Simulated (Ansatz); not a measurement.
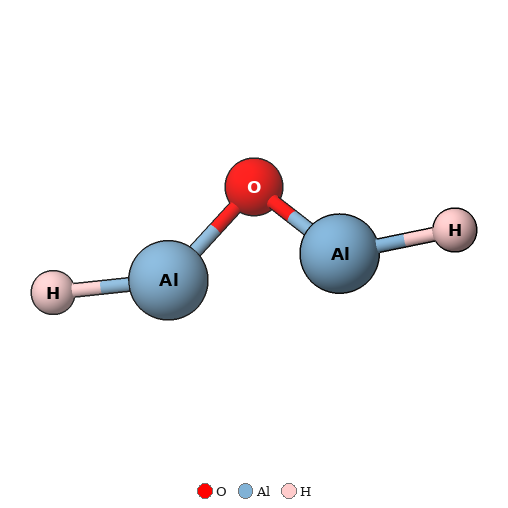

Rendered structure (ball-and-stick style). Every bond is drawn as one stick, whatever its order.

The geometry was computed by an optimisation with PBE0-D4/def2-TZVP. No frequency run is at hand to confirm it as a minimum.

Description:

Formula Al₂H₂O. The point group is C2v. All atoms lie on one plane. Coordination: 1 O bent; 2 Al bent.

More results for the same structure follow; atom numbers are the same in all pictures, views and colours differ.

Dipole moment

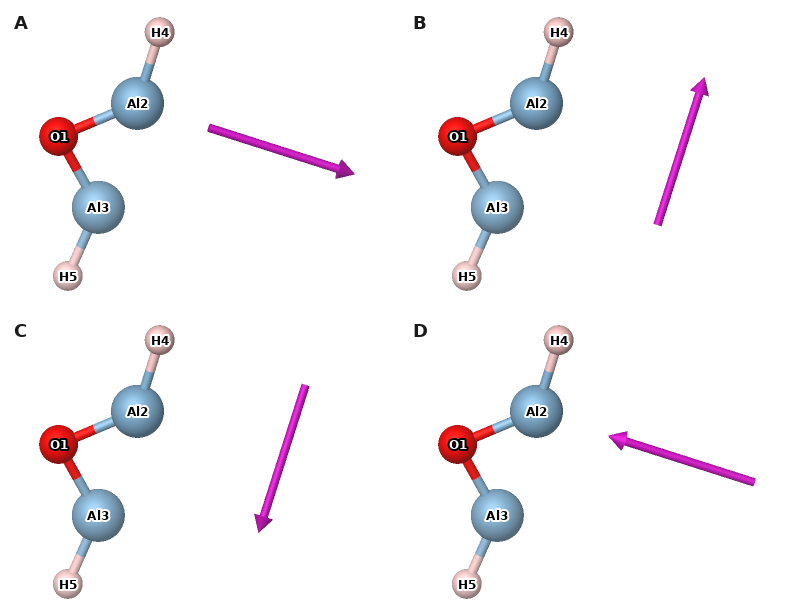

The same molecule four times, each with an arrow. No frequency run is at hand to confirm it as a minimum. Level of theory: RKS PBE0-D4/def2-TZVP (Ansatz 0.2.0).

Which arrow points along the dipole moment, from the negative to the positive end?

Answer. A. The dipole moment is 1.26 D; it points from the side of O1 to the side of Al2, Al3, H4, H5 (the outermost atoms at the two ends).

Charges

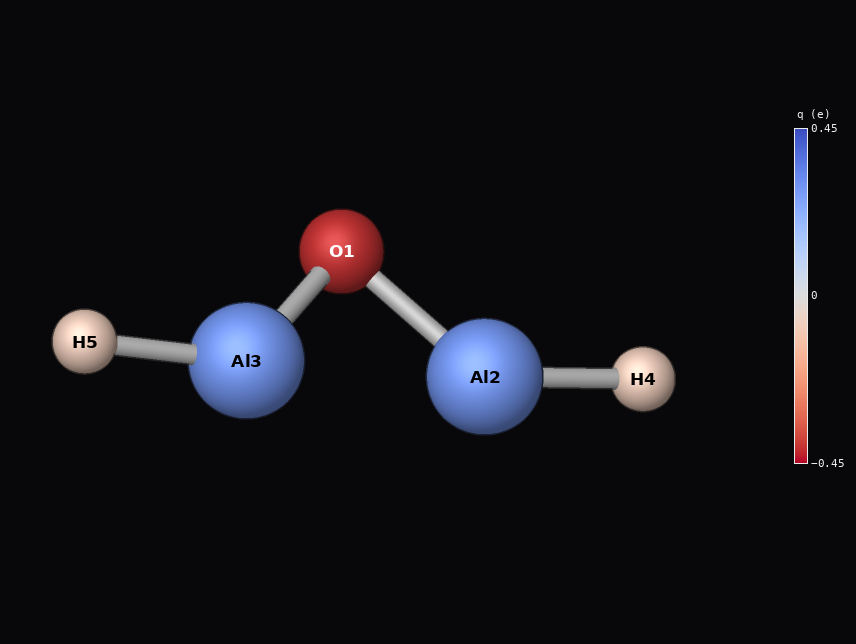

Atoms are coloured by their Mulliken charges. No frequency run is at hand to confirm it as a minimum. Method: RKS PBE0-D4/def2-TZVP (Ansatz 0.2.0).

Give the Mulliken charges atom by atom.

| atom | value (e) |
| --- | --- |
| O1 | −0.41 |
| Al2 | 0.28 |
| Al3 | 0.28 |
| H4 | −0.08 |
| H5 | −0.08 |

Electronic properties

No frequency run is at hand to confirm it as a minimum. Method: RKS PBE0-D4/def2-TZVPP (Ansatz 0.2.0).

Give the HOMO energy (Kohn–Sham orbital) at this level.

Answer. −5.87 eV.

What is the LUMO energy (Kohn–Sham orbital)?

Answer. −1.74 eV.

Mulliken values depend strongly on the basis set and can even reverse the polarity of a bond.
